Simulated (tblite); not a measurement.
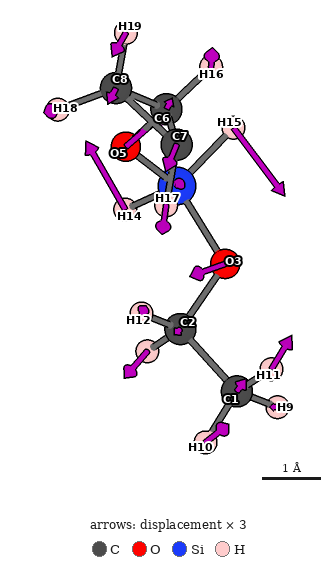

A relaxation of C5H11O2Si (multiplicity 2). The starting structure is drawn; purple arrows show the displacements, magnified 3 times. The two geometries are superimposed by the best rigid fit.

A ball-and-stick model, seen from a free direction.

Level of theory: tblite, GFN2-xTB geometry optimisation, gas phase. 

Q: Which element moves most?

A: Hydrogen: up to 0.50 Å, against 0.33 Å for oxygen.

Q: Describe the change and its energy.

A: The energy falls by 11.1 kcal/mol in 88 geometry steps. The atom that moves furthest after the best rigid fit is an H atom (0.50 Å). Largest moves by element: H 0.50 Å, O 0.33 Å, C 0.20 Å, Si 0.09 Å. Among the contacts that change: C–O 1.446 → 1.383 Å, O–Si 1.671 → 1.618 Å, H–Si 1.492 → 1.453 Å, C–C 1.496 → 1.525 Å. Among the angles between lasting bonds that change: Si–O–C 118.7° → 132.7°, C–O–Si 117.3° → 131.2°, O–Si–H 110.0° → 96.9°.
